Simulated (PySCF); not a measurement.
# C₂H₄BClSi: electronic excitations and core binding energies

What electronic excitations and core binding energies should C₂H₄BClSi (`[SiH3]C#CBCl`) show?

Computed with PySCF 2.14.0, with density-fitted response routines of our own, on a single molecule in the gas phase. Atoms are numbered from 0 throughout.

## 1. The molecule as given

9 atoms, charge 0, multiplicity 1; geometry from: GFN2-xTB.

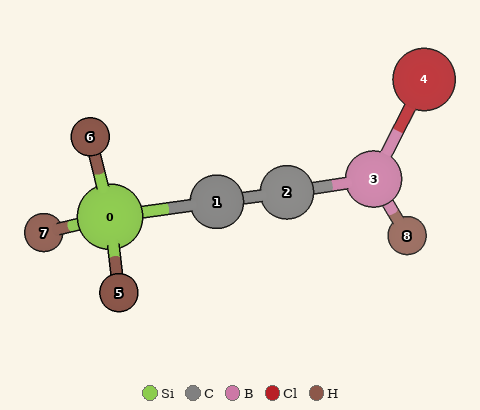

The starting geometry (silicon green, carbon grey, boron pink, chlorine red, hydrogen brown), atoms numbered; sticks join atoms by distance.

## 2. Excited states and response: CAM-B3LYP/def2-SVPD

The job: settings as JSON, then the geometry in Å.

```
{"job": {"kind": "uv", "xc": "CAM-B3LYP", "basis": "def2-SVPD", "nstates": 8, "ntriplets": 3}, "charge": 0, "multiplicity": 1}
Si    -2.044551     0.333031    -0.182759
C     -0.233180    -0.012238    -0.348041
C      0.954203    -0.244341    -0.456414
B      2.428243    -0.508623    -0.597987
Cl     3.489362     0.803889    -0.818810
H     -2.492003    -0.278130     1.070358
H     -2.242305     1.783743    -0.161864
H     -2.711733    -0.273447    -1.336609
H      2.865526    -1.597890    -0.561922
```

Method: TDDFT CAM-B3LYP/def2-SVPD, vertical, gas phase, core orbitals frozen in the response.

On the command line:

```
OMP_NUM_THREADS=1 python probes_run.py task.json out
```

One launch serves the whole session: the jobs run in the order shown.

Log:

```text
coarse grid: 8992 points
cycle   1  E = -852.6508711154  dE =  4.249e-01  |g| = 3.163e-01  |ddm| = 9.706e+00
cycle   2  E = -852.6675932423  dE = -1.672e-02  |g| = 2.396e-01  |ddm| = 1.365e+00
cycle   3  E = -852.6833594217  dE = -1.577e-02  |g| = 2.470e-02  |ddm| = 7.487e-01
cycle   4  E = -852.6835864250  dE = -2.270e-04  |g| = 8.799e-03  |ddm| = 1.136e-01
cycle   5  E = -852.6836015361  dE = -1.511e-05  |g| = 4.863e-03  |ddm| = 3.628e-02
cycle   6  E = -852.6836076278  dE = -6.092e-06  |g| = 1.153e-03  |ddm| = 8.969e-03
final grid: 78784 points
cycle   7  E = -852.7893354911  dE = -1.148e-05  |g| = 2.214e-03  |ddm| = 9.344e-02
cycle   8  E = -852.7893341476  dE =  1.344e-06  |g| = 3.253e-03  |ddm| = 1.169e-02
cycle   9  E = -852.7893368936  dE = -2.746e-06  |g| = 4.627e-04  |ddm| = 4.731e-03
cycle  10  E = -852.7893369464  dE = -5.289e-08  |g| = 9.184e-05  |ddm| = 1.057e-03
cycle  11  E = -852.7893369502  dE = -3.754e-09  |g| = 2.677e-05  |ddm| = 2.811e-04
cycle  12  E = -852.7893369507  dE = -5.011e-10  |g| = 8.718e-06  |ddm| = 7.639e-05
converged SCF energy = -852.7893369507

Static polarisability (au): isotropic 80.348, principal 57.090 65.765 118.187

Singlet excitations
state   eV       nm        f      main configurations
  1   4.2267    293.3   0.00029   H->L 0.96
  2   5.1833    239.2   0.00131   H-2->L 0.96
  3   5.2481    236.2   0.14236   H-1->L 0.79, H->L+1 0.13
  4   6.4137    193.3   0.00012   H-1->L+1 0.72, H-1->L+2 0.14
  5   7.2647    170.7   0.49239   H-3->L 0.41, H->L+1 0.21, H-5->L 0.12
  6   7.6210    162.7   0.09353   H->L+2 0.51, H->L+1 0.30
  7   7.6951    161.1   0.44905   H-3->L 0.39, H->L+2 0.26, H->L+1 0.14
  8   7.7871    159.2   0.00020   H-7->L 0.44, H->L+5 0.27, H-4->L 0.18

Triplet excitations (Tamm-Dancoff, eV): 3.9197 3.9327 4.8699
```

Wall time 26 s (1 thread of Arm Neoverse N1, shared host); peak memory 0.61 GiB.

The orbitals next to the gap, with their largest atomic shares:

```
orbital      eV                        atoms
 HOMO−3  -11.77  Cl4 59 %, B3 12 %, Si0 11 %
 HOMO−2  -10.34    Cl4 69 %, B3 16 %, H8 9 %
 HOMO−1   -9.92   C2 36 %, C1 34 %, Cl4 11 %
   HOMO   -9.62    C1 40 %, C2 36 %, Si0 7 %
   LUMO   -1.31    B3 34 %, C1 19 %, C2 19 %
 LUMO+1    0.71    B3 20 %, C1 20 %, C2 19 %
 LUMO+2    0.92   Si0 37 %, B3 18 %, C1 15 %
```

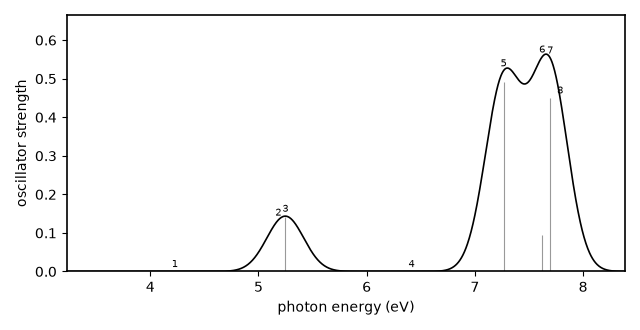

Absorption spectrum from the 8 singlet states computed; above the last one it falls off for lack of states. Lines are broadened to a width of 0.40 eV (Gaussian).

Further results of this job:

```
           property  computed
  dipole moment (D)      1.48
polarisability (Å³)     11.91
 HOMO–LUMO gap (eV)      8.31
      −ε(HOMO) (eV)      9.62
```

## 3. X-ray photoelectron lines: SCAN, X2C

Settings changed since step 2:

```diff
@@ -1,2 +1,2 @@
-{"job": {"kind": "uv", "xc": "CAM-B3LYP", "basis": "def2-SVPD", "nstates": 8, "ntriplets": 3}, "charge": 0, "multiplicity": 1}
+{"job": {"kind": "xps"}, "charge": 0, "multiplicity": 1}
 Si    -2.044551     0.333031    -0.182759
```

Method: delta-SCF UKS SCAN, pcX-2 on the ionised atom, pcseg-1 elsewhere, spin-free X2C.

Log:

```text
ground state, core basis on atom 0 (Si), 140 functions
  cycle   1  E = -854.99401261  |g| = 3.64e-01
  cycle   2  E = -854.96406472  |g| = 4.64e-01
  cycle   3  E = -855.03120633  |g| = 5.63e-02
  cycle   4  E = -855.03218158  |g| = 2.28e-02
  cycle   5  E = -855.03227657  |g| = 1.70e-02
  cycle   6  E = -855.03235101  |g| = 6.05e-03
  cycle   7  E = -855.03236050  |g| = 1.53e-03
  cycle   8  E = -855.03235973  |g| = 2.27e-04
  E(ground) = -855.02975600 Eh
hole in Si 1s of atom 0
  cycle   1  E = -786.08498046  |g| = 4.35e+00
  cycle   2  E = -783.66099001  |g| = 2.65e+00
  cycle   3  E = -772.13350426  |g| = 3.73e+00
  cycle   4  E = -786.83124594  |g| = 6.65e-01
  cycle   5  E = -787.05672737  |g| = 3.61e-01
  cycle   6  E = -787.13024373  |g| = 1.21e-01
  cycle   7  E = -787.13698009  |g| = 7.37e-02
  cycle   8  E = -787.13994697  |g| = 2.40e-02
  cycle   9  E = -787.14024787  |g| = 8.17e-03
  cycle  10  E = -787.14027753  |g| = 2.60e-03
  cycle  11  E = -787.14028235  |g| = 8.23e-04
  cycle  12  E = -787.14028493  |g| = 2.27e-04
  E(ion) = -787.14553822 Eh   <S^2> = 0.7522   hole on atom = 1.000   binding energy = 1847.224 eV
hole in Si 2p of atom 0
  cycle   1  E = -850.74236464  |g| = 1.23e+00
  cycle   2  E = -848.26712449  |g| = 1.81e+00
  cycle   3  E = -850.24867502  |g| = 9.97e-01
  cycle   4  E = -850.97439422  |g| = 3.96e-01
  cycle   5  E = -851.05316628  |g| = 1.42e-01
  cycle   6  E = -851.06196021  |g| = 6.38e-02
  cycle   7  E = -851.06446864  |g| = 2.08e-02
  cycle   8  E = -851.06476887  |g| = 3.95e-03
  cycle   9  E = -851.06477933  |g| = 1.63e-03
  cycle  10  E = -851.06478140  |g| = 5.53e-04
  cycle  11  E = -851.06478235  |g| = 2.96e-04
  E(ion) = -851.07336894 Eh   <S^2> = 0.7520   hole on atom = 1.002   binding energy = 107.659 eV
  2p3/2 = 107.431 eV   2p1/2 = 108.055 eV
ground state, core basis on atom 1 (C), 129 functions
  cycle   1  E = -854.94213129  |g| = 6.16e-02
  cycle   2  E = -854.94184415  |g| = 4.30e-02
  cycle   3  E = -854.94119538  |g| = 6.40e-02
  cycle   4  E = -854.94230195  |g| = 7.75e-03
  cycle   5  E = -854.94232272  |g| = 6.87e-04
  cycle   6  E = -854.94232292  |g| = 1.74e-04
  E(ground) = -854.98222135 Eh
hole in C 1s of atom 1
  cycle   1  E = -843.68342241  |g| = 1.51e+00
  cycle   2  E = -840.96848205  |g| = 2.39e+00
  cycle   3  E = -843.97497677  |g| = 6.44e-01
  cycle   4  E = -844.20952736  |g| = 2.99e-01
  cycle   5  E = -844.24631616  |g| = 2.17e-01
  cycle   6  E = -844.27161708  |g| = 7.63e-02
  cycle   7  E = -844.27416302  |g| = 3.63e-02
  cycle   8  E = -844.27500497  |g| = 9.34e-03
  cycle   9  E = -844.27520694  |g| = 6.33e-03
  cycle  10  E = -844.27534932  |g| = 2.55e-03
  cycle  11  E = -844.27536212  |g| = 1.06e-03
  cycle  12  E = -844.27536362  |g| = 4.04e-04
  E(ion) = -844.31283357 Eh   <S^2> = 0.8596   hole on atom = 1.000   binding energy = 290.329 eV
ground state, core basis on atom 2 (C), 129 functions
  cycle   1  E = -854.94189375  |g| = 6.47e-02
  cycle   2  E = -854.93973753  |g| = 9.50e-02
  cycle   3  E = -854.94140268  |g| = 5.25e-02
  cycle   4  E = -854.94216095  |g| = 8.02e-03
  cycle   5  E = -854.94217865  |g| = 7.95e-04
  cycle   6  E = -854.94218027  |g| = 1.67e-04
  E(ground) = -854.98241827 Eh
hole in C 1s of atom 2
  cycle   1  E = -843.69514711  |g| = 1.51e+00
  cycle   2  E = -841.67798012  |g| = 2.32e+00
  cycle   3  E = -844.12902059  |g| = 4.61e-01
  cycle   4  E = -844.20401536  |g| = 3.29e-01
  cycle   5  E = -844.26548460  |g| = 1.37e-01
  cycle   6  E = -844.27766240  |g| = 1.55e-02
  cycle   7  E = -844.27788439  |g| = 1.87e-02
  cycle   8  E = -844.27811289  |g| = 9.29e-03
  cycle   9  E = -844.27829834  |g| = 4.31e-03
  cycle  10  E = -844.27836404  |g| = 2.00e-03
  cycle  11  E = -844.27837035  |g| = 7.89e-04
  cycle  12  E = -844.27837148  |g| = 3.99e-04
  E(ion) = -844.31607051 Eh   <S^2> = 0.8420   hole on atom = 1.000   binding energy = 290.246 eV
ground state, core basis on atom 3 (B), 129 functions
  cycle   1  E = -854.93250943  |g| = 5.89e-02
  cycle   2  E = -854.92982961  |g| = 1.05e-01
  cycle   3  E = -854.93252570  |g| = 4.01e-02
  cycle   4  E = -854.93291686  |g| = 1.42e-02
  cycle   5  E = -854.93297789  |g| = 1.37e-03
  cycle   6  E = -854.93298105  |g| = 2.70e-04
  E(ground) = -854.97322664 Eh
hole in B 1s of atom 3
  cycle   1  E = -847.26641566  |g| = 1.17e+00
  cycle   2  E = -844.66658187  |g| = 2.16e+00
  cycle   3  E = -847.31798769  |g| = 7.04e-01
  cycle   4  E = -847.47944163  |g| = 5.80e-01
  cycle   5  E = -847.66955509  |g| = 1.55e-01
  cycle   6  E = -847.68776104  |g| = 7.79e-02
  cycle   7  E = -847.69058055  |g| = 4.49e-02
  cycle   8  E = -847.69242793  |g| = 1.68e-02
  cycle   9  E = -847.69272380  |g| = 1.00e-02
  cycle  10  E = -847.69283376  |g| = 5.58e-03
  cycle  11  E = -847.69289706  |g| = 1.87e-03
  cycle  12  E = -847.69290216  |g| = 6.09e-04
  cycle  13  E = -847.69290165  |g| = 2.35e-04
  E(ion) = -847.73111975 Eh   <S^2> = 0.8965   hole on atom = 1.000   binding energy = 197.068 eV
ground state, core basis on atom 4 (Cl), 140 functions
  cycle   1  E = -855.12485977  |g| = 4.86e-01
  cycle   2  E = -855.12503444  |g| = 4.89e-02
  cycle   3  E = -855.12492345  |g| = 4.14e-02
  cycle   4  E = -855.12501790  |g| = 2.55e-02
  cycle   5  E = -855.12518730  |g| = 6.05e-03
  cycle   6  E = -855.12519618  |g| = 1.30e-03
  cycle   7  E = -855.12519930  |g| = 1.50e-04
  E(ground) = -855.14739593 Eh
hole in Cl 1s of atom 4
  cycle   1  E = -749.91082610  |g| = 5.47e+00
  cycle   2  E = -749.41437306  |g| = 2.51e+00
  cycle   3  E = -743.14269797  |g| = 2.72e+00
  cycle   4  E = -751.02500251  |g| = 4.26e-01
  cycle   5  E = -750.99399285  |g| = 4.28e-01
  cycle   6  E = -751.11285479  |g| = 2.54e-01
  cycle   7  E = -751.14673415  |g| = 1.17e-01
  cycle   8  E = -751.15425567  |g| = 1.18e-02
  cycle   9  E = -751.15431276  |g| = 8.77e-03
  cycle  10  E = -751.15435014  |g| = 2.31e-03
  cycle  11  E = -751.15435436  |g| = 5.45e-04
  cycle  12  E = -751.15435386  |g| = 1.64e-04
  E(ion) = -751.18468020 Eh   <S^2> = 0.7520   hole on atom = 1.000   binding energy = 2828.970 eV
hole in Cl 2p of atom 4
  cycle   1  E = -847.04655273  |g| = 1.70e+00
  cycle   2  E = -846.31169577  |g| = 1.66e+00
  cycle   3  E = -847.09930466  |g| = 7.92e-01
  cycle   4  E = -847.36518928  |g| = 5.09e-01
  cycle   5  E = -847.49165986  |g| = 1.76e-01
  cycle   6  E = -847.50818983  |g| = 5.25e-02
  cycle   7  E = -847.51001010  |g| = 5.94e-03
  cycle   8  E = -847.51003248  |g| = 1.99e-03
  cycle   9  E = -847.51003486  |g| = 6.19e-04
  cycle  10  E = -847.51003462  |g| = 3.06e-04
  E(ion) = -847.54113209 Eh   <S^2> = 0.7515   hole on atom = 1.001   binding energy = 206.977 eV
  2p3/2 = 206.388 eV   2p1/2 = 208.042 eV
```

Wall time 69 s (1 thread of Arm Neoverse N1, shared host); peak memory 0.46 GiB.

The holes in one table. −ε is the ground-state orbital energy:

```
       hole  stands for               environment  ΔSCF (eV; 2p as the shell's mean)  −ε (eV)   ⟨S²⟩
Si1s on Si0         Si0  silicon bonded to C, 3 H                            1847.22   1794.0  0.752
Si2p on Si0         Si0  silicon bonded to C, 3 H                             107.64     96.8  0.752
  C1s on C1          C1             alkyne carbon                  290.33 (doubtful)    274.0  0.860
  C1s on C2          C2             alkyne carbon                             290.25    273.7  0.842
  B1s on B3          B3  boron bonded to C, Cl, H                  197.07 (doubtful)    181.7  0.896
Cl1s on Cl4         Cl4      chlorine bonded to B                            2828.97   2764.0  0.752
Cl2p on Cl4         Cl4      chlorine bonded to B                             206.94    193.8  0.751
```

Doubtful: the ion did not converge, its hole moved, or its ⟨S²⟩ is well above 0.75.

With the spin-orbit splitting: Si0 2p3/2 107.43, 2p1/2 108.05 eV; Cl4 2p3/2 206.39, 2p1/2 208.04 eV. The table gives each 2p level as the mean over the whole 2p shell (two parts 2p3/2, one part 2p1/2), which differs a little from the single hole in the log.

## 4. Outcome

| quantity | value |
| --- | --- |
| lowest singlet (CAM-B3LYP/def2-SVPD) | 4.23 eV (293 nm), f = 0.000 |
| brightest single state of those computed | state 5, 7.26 eV, f = 0.492 |
| lowest triplet | 3.92 eV |
| Si1s binding energies, SCAN/pcX-2 | Si0 1847.22 eV |
| Si2p binding energies, SCAN/pcX-2 | Si0 107.64 eV |
| C1s binding energies, SCAN/pcX-2 (standing for 1 of 2 atoms) | C2 290.25 eV |
| Cl1s binding energies, SCAN/pcX-2 | Cl4 2828.97 eV |
| Cl2p binding energies, SCAN/pcX-2 | Cl4 206.94 eV |

**Reading.** The first singlet state (HOMO→LUMO 0.96) lies at 4.23 eV and is dark; of the 8 states computed, the strongest absorption comes from state 5 at 7.26 eV. The lowest triplet lies 0.31 eV below the lowest singlet (triplets in Tamm-Dancoff, singlets in full TDDFT).
